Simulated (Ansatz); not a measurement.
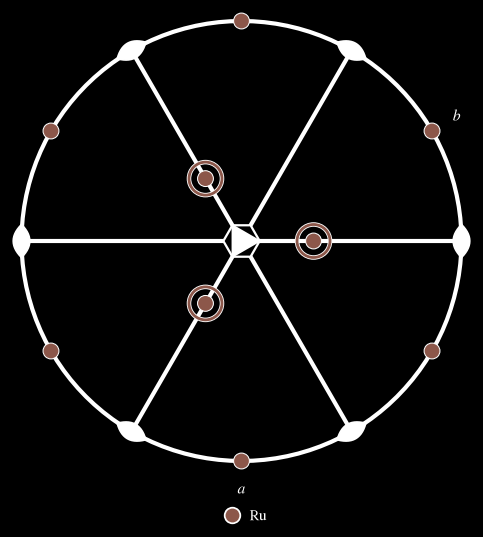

Directions from one ruthenium atom at (1/3, 2/3, 1/4) to its bonded neighbours, in stereographic projection down c (filled: above the plane of the page or in it, open: below). Crystal: Ru, the input geometry of an electronic-structure calculation (not necessarily at equilibrium). All values are computed from the atomic coordinates in the standard setting (tolerance 0.002 Å).

Neighbours are counted up to 2.93 Å for Ru. The symmetry elements of the site are drawn in: heavy lines are mirror planes (a heavy rim: a mirror in the plane of the page); lens, triangle, square and hexagon are 2-, 3-, 4- and 6-fold axes, a lens in an open square is −4, a triangle in an open hexagon −6; thin dashed diameters join the ends of axes that lie in the page; a small open circle marks inversion.

```
CELL_PARAMETERS angstrom
2.67784 0.00000 0.00000
-1.33892 2.31908 0.00000
0.00000 0.00000 4.21520
ATOMIC_POSITIONS crystal
Ru 0.33333 0.66667 0.25000
Ru 0.66667 0.33333 0.75000
```

How many neighbours are there, and at what angles?

Answer. 12: 6 Ru at 2.61 Å, 6 Ru at 2.68 Å. Angles between bonds: 59° (12×), 60° (6×), 62° (6×), 90° (12×), 107° (3×), 120° (6×), 121° (12×), 146° (6×), 180° (3×).

What is the site's symmetry in the crystal?

Answer. Point group -6m2 (D3h), order 12: one −6 axis, three twofold axes, four mirror planes. In P6₃/mmc (No. 194) this is Wyckoff position 2c.
